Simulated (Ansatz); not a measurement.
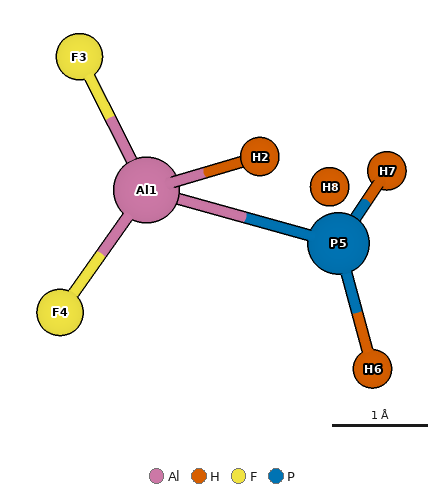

*The input geometry (ball-and-stick view, seen at a tilt; atoms are numbered from 1 in the order of the input). Sticks mark near contacts.*

Bond lengths as drawn: Al–F 1.65 Å, Al–H 1.74 Å, Al–P 2.39 Å and H–P 1.40 Å.

**AlPH₄F₂: molecular dynamics (part 1 of 3)**

System: AlPH₄F₂.
Method: RHF/def2-SVP (Ansatz 0.2.0).

It belongs to a series of runs on one base structure; here: dynamics from the highest image of the converged band. Figures and captions count atoms from 1; the log counts them from 0 in places.

## The program's output
```
Engine: ansatz 0.2.0, aarch64-unknown-linux-gnu
Functional definition: HF
  exchange = exact_x
  correlation = 0
837 factors; integrals over basis functions are off by at most 3.3e-4 eV
mean field evaluation 1: about -21318.7951 eV, gradient 4.0e1 eV
mean field evaluation 2: about -21318.8266 eV, gradient 4.0e1 eV
mean field evaluation 4: about -21322.2875 eV, gradient 2.4e0 eV
mean field evaluation 8: about -21322.3315 eV, gradient 1.4e-1 eV
mean field -21322.33164067 eV, -783.5812349992 hartree, gradient 3.4e-5 eV, S^2 0.000000; 0 other end points of the search recorded, 0 dependent functions left out
the calculation of the forces begins
reference -21322.33164067 eV, -783.5812349992 hartree; 25, 25 occupied and 59, 59 virtual orbitals, 837 factors
md step     0: t =     0.00 fs  T =   300.0 K  F+E_penalty+E_count = -21322.33164067 eV  E_kin = 0.232668 eV  conserved = -21322.09897267 eV  (34 SCF iters)
these checks for a lower state are left out or cut short: starts, cluster_reference, orbital_swaps, neighbouring_geometries, increment
837 factors; integrals over basis functions are off by at most 3.3e-4 eV
mean field evaluation 16: about -21322.3269 eV, gradient 2.9e-4 eV
mean field -21322.32695261 eV, -783.5810627161 hartree, gradient 6.4e-5 eV, S^2 0.000000; 0 other end points of the search recorded, 0 dependent functions left out
the calculation of the forces begins
reference -21322.32695261 eV, -783.5810627161 hartree; 25, 25 occupied and 59, 59 virtual orbitals, 837 factors
md step     1: t =     0.50 fs  T =   294.1 K  F+E_penalty+E_count = -21322.32695261 eV  E_kin = 0.228059 eV  conserved = -21322.09889325 eV  (33 SCF iters)
[... from here on the SCF iterations and repeated set-up lines of each step are left out, up to the last step ...]
md step     2: t =     1.00 fs  T =   277.5 K  F+E_penalty+E_count = -21322.31391782 eV  E_kin = 0.215185 eV  conserved = -21322.09873323 eV  (33 SCF iters)
md step     3: t =     1.50 fs  T =   253.3 K  F+E_penalty+E_count = -21322.29496768 eV  E_kin = 0.196434 eV  conserved = -21322.09853334 eV  (34 SCF iters)
md step     4: t =     2.00 fs  T =   225.5 K  F+E_penalty+E_count = -21322.27320467 eV  E_kin = 0.174874 eV  conserved = -21322.09833095 eV  (34 SCF iters)
md step     5: t =     2.50 fs  T =   198.1 K  F+E_penalty+E_count = -21322.25181101 eV  E_kin = 0.153656 eV  conserved = -21322.09815459 eV  (34 SCF iters)
md step     6: t =     3.00 fs  T =   174.8 K  F+E_penalty+E_count = -21322.23358381 eV  E_kin = 0.135561 eV  conserved = -21322.09802308 eV  (34 SCF iters)
md step     7: t =     3.50 fs  T =   158.2 K  F+E_penalty+E_count = -21322.22061926 eV  E_kin = 0.122673 eV  conserved = -21322.09794669 eV  (34 SCF iters)
md step     8: t =     4.00 fs  T =   149.8 K  F+E_penalty+E_count = -21322.21413578 eV  E_kin = 0.116207 eV  conserved = -21322.09792884 eV  (34 SCF iters)
md step     9: t =     4.50 fs  T =   150.2 K  F+E_penalty+E_count = -21322.21441906 eV  E_kin = 0.116453 eV  conserved = -21322.09796589 eV  (34 SCF iters)
md step    10: t =     5.00 fs  T =   158.4 K  F+E_penalty+E_count = -21322.22088572 eV  E_kin = 0.122839 eV  conserved = -21322.09804687 eV  (34 SCF iters)
md step    11: t =     5.50 fs  T =   172.9 K  F+E_penalty+E_count = -21322.23227402 eV  E_kin = 0.134122 eV  conserved = -21322.09815186 eV  (34 SCF iters)
md step    12: t =     6.00 fs  T =   191.8 K  F+E_penalty+E_count = -21322.24698337 eV  E_kin = 0.148733 eV  conserved = -21322.09825040 eV  (35 SCF iters)
md step    13: t =     6.50 fs  T =   213.1 K  F+E_penalty+E_count = -21322.26357762 eV  E_kin = 0.165275 eV  conserved = -21322.09830244 eV  (33 SCF iters)
md step    14: t =     7.00 fs  T =   236.2 K  F+E_penalty+E_count = -21322.28142894 eV  E_kin = 0.183164 eV  conserved = -21322.09826447 eV  (34 SCF iters)
md step    15: t =     7.50 fs  T =   262.1 K  F+E_penalty+E_count = -21322.30139722 eV  E_kin = 0.203293 eV  conserved = -21322.09810406 eV  (34 SCF iters)
md step    16: t =     8.00 fs  T =   294.6 K  F+E_penalty+E_count = -21322.32632071 eV  E_kin = 0.228499 eV  conserved = -21322.09782157 eV  (33 SCF iters)
md step    17: t =     8.50 fs  T =   339.8 K  F+E_penalty+E_count = -21322.36099147 eV  E_kin = 0.263519 eV  conserved = -21322.09747201 eV  (33 SCF iters)
md step    18: t =     9.00 fs  T =   405.0 K  F+E_penalty+E_count = -21322.41130203 eV  E_kin = 0.314129 eV  conserved = -21322.09717335 eV  (32 SCF iters)
md step    19: t =     9.50 fs  T =   496.9 K  F+E_penalty+E_count = -21322.48247132 eV  E_kin = 0.385385 eV  conserved = -21322.09708655 eV  (32 SCF iters)
md step    20: t =    10.00 fs  T =   618.0 K  F+E_penalty+E_count = -21322.57668118 eV  E_kin = 0.479318 eV  conserved = -21322.09736282 eV  (55 SCF iters)
md step    21: t =    10.50 fs  T =   764.4 K  F+E_penalty+E_count = -21322.69090817 eV  E_kin = 0.592836 eV  conserved = -21322.09807266 eV  (32 SCF iters)
md step    22: t =    11.00 fs  T =   924.3 K  F+E_penalty+E_count = -21322.81598716 eV  E_kin = 0.716847 eV  conserved = -21322.09913992 eV  (31 SCF iters)
md step    23: t =    11.50 fs  T =  1080.0 K  F+E_penalty+E_count = -21322.93787699 eV  E_kin = 0.837585 eV  conserved = -21322.10029180 eV  (32 SCF iters)
md step    24: t =    12.00 fs  T =  1212.9 K  F+E_penalty+E_count = -21323.04174521 eV  E_kin = 0.940670 eV  conserved = -21322.10107527 eV  (32 SCF iters)
md step    25: t =    12.50 fs  T =  1312.0 K  F+E_penalty+E_count = -21323.11850799 eV  E_kin = 1.017501 eV  conserved = -21322.10100703 eV  (32 SCF iters)
md step    26: t =    13.00 fs  T =  1381.6 K  F+E_penalty+E_count = -21323.17145078 eV  E_kin = 1.071533 eV  conserved = -21322.09991789 eV  (31 SCF iters)
md step    27: t =    13.50 fs  T =  1443.7 K  F+E_penalty+E_count = -21323.21802070 eV  E_kin = 1.119704 eV  conserved = -21322.09831699 eV  (32 SCF iters)
md step    28: t =    14.00 fs  T =  1527.7 K  F+E_penalty+E_count = -21323.28209474 eV  E_kin = 1.184799 eV  conserved = -21322.09729603 eV  (31 SCF iters)
md step    29: t =    14.50 fs  T =  1651.6 K  F+E_penalty+E_count = -21323.37864854 eV  E_kin = 1.280922 eV  conserved = -21322.09772644 eV  (31 SCF iters)
md step    30: t =    15.00 fs  T =  1808.3 K  F+E_penalty+E_count = -21323.50193003 eV  E_kin = 1.402483 eV  conserved = -21322.09944750 eV  (31 SCF iters)
md step    31: t =    15.50 fs  T =  1968.1 K  F+E_penalty+E_count = -21323.62780536 eV  E_kin = 1.526380 eV  conserved = -21322.10142498 eV  (31 SCF iters)
md step    32: t =    16.00 fs  T =  2095.7 K  F+E_penalty+E_count = -21323.72802051 eV  E_kin = 1.625334 eV  conserved = -21322.10268662 eV  (31 SCF iters)
md step    33: t =    16.50 fs  T =  2167.5 K  F+E_penalty+E_count = -21323.78393918 eV  E_kin = 1.681001 eV  conserved = -21322.10293843 eV  (32 SCF iters)
md step    34: t =    17.00 fs  T =  2177.4 K  F+E_penalty+E_count = -21323.79115369 eV  E_kin = 1.688704 eV  conserved = -21322.10244957 eV  (31 SCF iters)
md step    35: t =    17.50 fs  T =  2133.2 K  F+E_penalty+E_count = -21323.75607942 eV  E_kin = 1.654435 eV  conserved = -21322.10164439 eV  (31 SCF iters)
md step    36: t =    18.00 fs  T =  2049.1 K  F+E_penalty+E_count = -21323.69003292 eV  E_kin = 1.589200 eV  conserved = -21322.10083293 eV  (32 SCF iters)
md step    37: t =    18.50 fs  T =  1940.0 K  F+E_penalty+E_count = -21323.60471234 eV  E_kin = 1.504558 eV  conserved = -21322.10015420 eV  (31 SCF iters)
md step    38: t =    19.00 fs  T =  1818.6 K  F+E_penalty+E_count = -21323.51009158 eV  E_kin = 1.410459 eV  conserved = -21322.09963210 eV  (31 SCF iters)
md step    39: t =    19.50 fs  T =  1695.4 K  F+E_penalty+E_count = -21323.41408434 eV  E_kin = 1.314881 eV  conserved = -21322.09920342 eV  (31 SCF iters)
md step    40: t =    20.00 fs  T =  1578.7 K  F+E_penalty+E_count = -21323.32321856 eV  E_kin = 1.224400 eV  conserved = -21322.09881895 eV  (31 SCF iters)
md step    41: t =    20.50 fs  T =  1476.4 K  F+E_penalty+E_count = -21323.24344123 eV  E_kin = 1.145020 eV  conserved = -21322.09842124 eV  (32 SCF iters)
md step    42: t =    21.00 fs  T =  1396.2 K  F+E_penalty+E_count = -21323.18082284 eV  E_kin = 1.082804 eV  conserved = -21322.09801889 eV  (32 SCF iters)
md step    43: t =    21.50 fs  T =  1346.1 K  F+E_penalty+E_count = -21323.14164345 eV  E_kin = 1.044013 eV  conserved = -21322.09763013 eV  (36 SCF iters)
md step    44: t =    22.00 fs  T =  1334.0 K  F+E_penalty+E_count = -21323.13193703 eV  E_kin = 1.034610 eV  conserved = -21322.09732666 eV  (36 SCF iters)
md step    45: t =    22.50 fs  T =  1365.7 K  F+E_penalty+E_count = -21323.15635372 eV  E_kin = 1.059150 eV  conserved = -21322.09720408 eV  (36 SCF iters)
md step    46: t =    23.00 fs  T =  1443.3 K  F+E_penalty+E_count = -21323.21668372 eV  E_kin = 1.119328 eV  conserved = -21322.09735591 eV  (35 SCF iters)
md step    47: t =    23.50 fs  T =  1563.5 K  F+E_penalty+E_count = -21323.31046649 eV  E_kin = 1.212622 eV  conserved = -21322.09784485 eV  (35 SCF iters)
md step    48: t =    24.00 fs  T =  1716.7 K  F+E_penalty+E_count = -21323.43010252 eV  E_kin = 1.331411 eV  conserved = -21322.09869117 eV  (34 SCF iters)
md step    49: t =    24.50 fs  T =  1886.1 K  F+E_penalty+E_count = -21323.56267005 eV  E_kin = 1.462795 eV  conserved = -21322.09987522 eV  (34 SCF iters)
md step    50: t =    25.00 fs  T =  2049.1 K  F+E_penalty+E_count = -21323.69049617 eV  E_kin = 1.589181 eV  conserved = -21322.10131550 eV  (34 SCF iters)
md step    51: t =    25.50 fs  T =  2179.0 K  F+E_penalty+E_count = -21323.79278902 eV  E_kin = 1.689982 eV  conserved = -21322.10280724 eV  (34 SCF iters)
md step    52: t =    26.00 fs  T =  2250.4 K  F+E_penalty+E_count = -21323.84923665 eV  E_kin = 1.745316 eV  conserved = -21322.10392047 eV  (34 SCF iters)
md step    53: t =    26.50 fs  T =  2247.3 K  F+E_penalty+E_count = -21323.84687673 eV  E_kin = 1.742905 eV  conserved = -21322.10397189 eV  (34 SCF iters)
md step    54: t =    27.00 fs  T =  2176.2 K  F+E_penalty+E_count = -21323.79013298 eV  E_kin = 1.687812 eV  conserved = -21322.10232059 eV  (35 SCF iters)
md step    55: t =    27.50 fs  T =  2075.9 K  F+E_penalty+E_count = -21323.70910897 eV  E_kin = 1.609985 eV  conserved = -21322.09912367 eV  (33 SCF iters)
md step    56: t =    28.00 fs  T =  2010.7 K  F+E_penalty+E_count = -21323.65538639 eV  E_kin = 1.559439 eV  conserved = -21322.09594745 eV  (33 SCF iters)
md step    57: t =    28.50 fs  T =  2041.0 K  F+E_penalty+E_count = -21323.67792705 eV  E_kin = 1.582919 eV  conserved = -21322.09500775 eV  (34 SCF iters)
md step    58: t =    29.00 fs  T =  2184.3 K  F+E_penalty+E_count = -21323.79114298 eV  E_kin = 1.694029 eV  conserved = -21322.09711420 eV  (34 SCF iters)
md step    59: t =    29.50 fs  T =  2401.8 K  F+E_penalty+E_count = -21323.96347696 eV  E_kin = 1.862701 eV  conserved = -21322.10077561 eV  (35 SCF iters)
md step    60: t =    30.00 fs  T =  2623.5 K  F+E_penalty+E_count = -21324.13844911 eV  E_kin = 2.034698 eV  conserved = -21322.10375138 eV  (34 SCF iters)
md step    61: t =    30.50 fs  T =  2788.3 K  F+E_penalty+E_count = -21324.26736686 eV  E_kin = 2.162461 eV  conserved = -21322.10490618 eV  (34 SCF iters)
md step    62: t =    31.00 fs  T =  2866.4 K  F+E_penalty+E_count = -21324.32753894 eV  E_kin = 2.223085 eV  conserved = -21322.10445385 eV  (34 SCF iters)
md step    63: t =    31.50 fs  T =  2859.6 K  F+E_penalty+E_count = -21324.32092537 eV  E_kin = 2.217758 eV  conserved = -21322.10316744 eV  (34 SCF iters)
md step    64: t =    32.00 fs  T =  2787.4 K  F+E_penalty+E_count = -21324.26352223 eV  E_kin = 2.161802 eV  conserved = -21322.10172031 eV  (34 SCF iters)
md step    65: t =    32.50 fs  T =  2675.2 K  F+E_penalty+E_count = -21324.17522642 eV  E_kin = 2.074740 eV  conserved = -21322.10048683 eV  (34 SCF iters)
md step    66: t =    33.00 fs  T =  2545.5 K  F+E_penalty+E_count = -21324.07374911 eV  E_kin = 1.974157 eV  conserved = -21322.09959246 eV  (34 SCF iters)
md step    67: t =    33.50 fs  T =  2415.4 K  F+E_penalty+E_count = -21323.97226511 eV  E_kin = 1.873253 eV  conserved = -21322.09901186 eV  (35 SCF iters)
md step    68: t =    34.00 fs  T =  2296.2 K  F+E_penalty+E_count = -21323.87945856 eV  E_kin = 1.780808 eV  conserved = -21322.09865017 eV  (34 SCF iters)
md step    69: t =    34.50 fs  T =  2195.0 K  F+E_penalty+E_count = -21323.80074400 eV  E_kin = 1.702341 eV  conserved = -21322.09840328 eV  (35 SCF iters)
md step    70: t =    35.00 fs  T =  2116.6 K  F+E_penalty+E_count = -21323.73971567 eV  E_kin = 1.641512 eV  conserved = -21322.09820370 eV  (36 SCF iters)
md step    71: t =    35.50 fs  T =  2064.4 K  F+E_penalty+E_count = -21323.69911013 eV  E_kin = 1.601063 eV  conserved = -21322.09804746 eV  (36 SCF iters)
md step    72: t =    36.00 fs  T =  2040.9 K  F+E_penalty+E_count = -21323.68086694 eV  E_kin = 1.582874 eV  conserved = -21322.09799316 eV  (35 SCF iters)
md step    73: t =    36.50 fs  T =  2046.4 K  F+E_penalty+E_count = -21323.68527893 eV  E_kin = 1.587140 eV  conserved = -21322.09813936 eV  (34 SCF iters)
md step    74: t =    37.00 fs  T =  2077.2 K  F+E_penalty+E_count = -21323.70959171 eV  E_kin = 1.611005 eV  conserved = -21322.09858674 eV  (34 SCF iters)
md step    75: t =    37.50 fs  T =  2123.9 K  F+E_penalty+E_count = -21323.74661924 eV  E_kin = 1.647217 eV  conserved = -21322.09940257 eV  (35 SCF iters)
md step    76: t =    38.00 fs  T =  2170.5 K  F+E_penalty+E_count = -21323.78394249 eV  E_kin = 1.683358 eV  conserved = -21322.10058478 eV  (35 SCF iters)
md step    77: t =    38.50 fs  T =  2194.9 K  F+E_penalty+E_count = -21323.80430232 eV  E_kin = 1.702306 eV  conserved = -21322.10199658 eV  (35 SCF iters)
md step    78: t =    39.00 fs  T =  2172.5 K  F+E_penalty+E_count = -21323.78818193 eV  E_kin = 1.684926 eV  conserved = -21322.10325594 eV  (35 SCF iters)
md step    79: t =    39.50 fs  T =  2084.2 K  F+E_penalty+E_count = -21323.72007793 eV  E_kin = 1.616429 eV  conserved = -21322.10364880 eV  (34 SCF iters)
md step    80: t =    40.00 fs  T =  1930.1 K  F+E_penalty+E_count = -21323.59923813 eV  E_kin = 1.496920 eV  conserved = -21322.10231766 eV  (35 SCF iters)
md step    81: t =    40.50 fs  T =  1743.7 K  F+E_penalty+E_count = -21323.45132889 eV  E_kin = 1.352312 eV  conserved = -21322.09901737 eV  (35 SCF iters)
md step    82: t =    41.00 fs  T =  1592.1 K  F+E_penalty+E_count = -21323.32986061 eV  E_kin = 1.234778 eV  conserved = -21322.09508249 eV  (34 SCF iters)
md step    83: t =    41.50 fs  T =  1549.6 K  F+E_penalty+E_count = -21323.29491194 eV  E_kin = 1.201773 eV  conserved = -21322.09313846 eV  (36 SCF iters)
md step    84: t =    42.00 fs  T =  1651.0 K  F+E_penalty+E_count = -21323.37529028 eV  E_kin = 1.280481 eV  conserved = -21322.09480891 eV  (35 SCF iters)
md step    85: t =    42.50 fs  T =  1865.9 K  F+E_penalty+E_count = -21323.54603900 eV  E_kin = 1.447124 eV  conserved = -21322.09891460 eV  (35 SCF iters)
md step    86: t =    43.00 fs  T =  2117.5 K  F+E_penalty+E_count = -21323.74499289 eV  E_kin = 1.642219 eV  conserved = -21322.10277407 eV  (35 SCF iters)
md step    87: t =    43.50 fs  T =  2329.1 K  F+E_penalty+E_count = -21323.91107889 eV  E_kin = 1.806374 eV  conserved = -21322.10470494 eV  (31 SCF iters)
md step    88: t =    44.00 fs  T =  2456.8 K  F+E_penalty+E_count = -21324.01011336 eV  E_kin = 1.905385 eV  conserved = -21322.10472822 eV  (34 SCF iters)
md step    89: t =    44.50 fs  T =  2492.3 K  F+E_penalty+E_count = -21324.03659152 eV  E_kin = 1.932913 eV  conserved = -21322.10367878 eV  (34 SCF iters)
md step    90: t =    45.00 fs  T =  2450.2 K  F+E_penalty+E_count = -21324.00257812 eV  E_kin = 1.900259 eV  conserved = -21322.10231875 eV  (35 SCF iters)
md step    91: t =    45.50 fs  T =  2353.7 K  F+E_penalty+E_count = -21323.92647612 eV  E_kin = 1.825428 eV  conserved = -21322.10104839 eV  (34 SCF iters)
md step    92: t =    46.00 fs  T =  2226.3 K  F+E_penalty+E_count = -21323.82658912 eV  E_kin = 1.726606 eV  conserved = -21322.09998347 eV  (35 SCF iters)
md step    93: t =    46.50 fs  T =  2088.5 K  F+E_penalty+E_count = -21323.71886462 eV  E_kin = 1.619758 eV  conserved = -21322.09910662 eV  (35 SCF iters)
md step    94: t =    47.00 fs  T =  1957.8 K  F+E_penalty+E_count = -21323.61675643 eV  E_kin = 1.518378 eV  conserved = -21322.09837871 eV  (35 SCF iters)
md step    95: t =    47.50 fs  T =  1848.7 K  F+E_penalty+E_count = -21323.53157421 eV  E_kin = 1.433785 eV  conserved = -21322.09778928 eV  (37 SCF iters)
md step    96: t =    48.00 fs  T =  1773.1 K  F+E_penalty+E_count = -21323.47249131 eV  E_kin = 1.375122 eV  conserved = -21322.09736923 eV  (35 SCF iters)
md step    97: t =    48.50 fs  T =  1739.2 K  F+E_penalty+E_count = -21323.44600995 eV  E_kin = 1.348837 eV  conserved = -21322.09717253 eV  (36 SCF iters)
md step    98: t =    49.00 fs  T =  1750.8 K  F+E_penalty+E_count = -21323.45512843 eV  E_kin = 1.357882 eV  conserved = -21322.09724656 eV  (36 SCF iters)
md step    99: t =    49.50 fs  T =  1806.5 K  F+E_penalty+E_count = -21323.49864062 eV  E_kin = 1.401035 eV  conserved = -21322.09760583 eV  (36 SCF iters)
md step   100: t =    50.00 fs  T =  1898.9 K  F+E_penalty+E_count = -21323.57092776 eV  E_kin = 1.472699 eV  conserved = -21322.09822901 eV  (35 SCF iters)
md step   101: t =    50.50 fs  T =  2015.6 K  F+E_penalty+E_count = -21323.66231196 eV  E_kin = 1.563238 eV  conserved = -21322.09907378 eV  (36 SCF iters)
md step   102: t =    51.00 fs  T =  2140.0 K  F+E_penalty+E_count = -21323.75976040 eV  E_kin = 1.659661 eV  conserved = -21322.10009911 eV  (35 SCF iters)
md step   103: t =    51.50 fs  T =  2251.8 K  F+E_penalty+E_count = -21323.84764232 eV  E_kin = 1.746370 eV  conserved = -21322.10127183 eV  (34 SCF iters)
md step   104: t =    52.00 fs  T =  2328.6 K  F+E_penalty+E_count = -21323.90848369 eV  E_kin = 1.805952 eV  conserved = -21322.10253150 eV  (34 SCF iters)
md step   105: t =    52.50 fs  T =  2347.4 K  F+E_penalty+E_count = -21323.92423274 eV  E_kin = 1.820520 eV  conserved = -21322.10371303 eV  (34 SCF iters)
md step   106: t =    53.00 fs  T =  2288.4 K  F+E_penalty+E_count = -21323.87919435 eV  E_kin = 1.774754 eV  conserved = -21322.10444024 eV  (34 SCF iters)
md step   107: t =    53.50 fs  T =  2142.8 K  F+E_penalty+E_count = -21323.76600539 eV  E_kin = 1.661900 eV  conserved = -21322.10410527 eV  (35 SCF iters)
md step   108: t =    54.00 fs  T =  1924.2 K  F+E_penalty+E_count = -21323.59451604 eV  E_kin = 1.492370 eV  conserved = -21322.10214559 eV  (35 SCF iters)
md step   109: t =    54.50 fs  T =  1676.7 K  F+E_penalty+E_count = -21323.39906629 eV  E_kin = 1.300353 eV  conserved = -21322.09871324 eV  (35 SCF iters)
md step   110: t =    55.00 fs  T =  1469.1 K  F+E_penalty+E_count = -21323.23458551 eV  E_kin = 1.139358 eV  conserved = -21322.09522800 eV  (35 SCF iters)
md step   111: t =    55.50 fs  T =  1368.0 K  F+E_penalty+E_count = -21323.15472411 eV  E_kin = 1.060968 eV  conserved = -21322.09375645 eV  (35 SCF iters)
md step   112: t =    56.00 fs  T =  1401.2 K  F+E_penalty+E_count = -21323.18189963 eV  E_kin = 1.086676 eV  conserved = -21322.09522340 eV  (35 SCF iters)
md step   113: t =    56.50 fs  T =  1541.6 K  F+E_penalty+E_count = -21323.29407552 eV  E_kin = 1.195593 eV  conserved = -21322.09848297 eV  (34 SCF iters)
```
